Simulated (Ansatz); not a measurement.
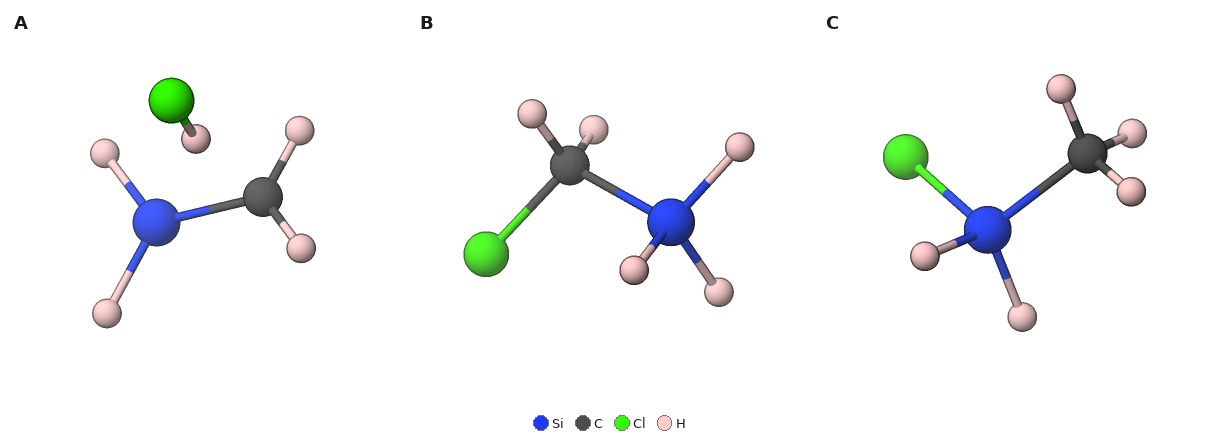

3 stationary structures of one formula. Geometries: PBE0-D4/def2-TZVP. Electronic energies: PBE0-D4/def2-TZVP (Ansatz 0.2.0), without zero-point energy. No frequency run is at hand to confirm each as a minimum. Each is one conformer, not always the lowest.

> Which structure is the most stable?

C is lowest (Cs); B lies 177.4 kJ/mol above it (Cs), A lies 315.1 kJ/mol above it (Cs).
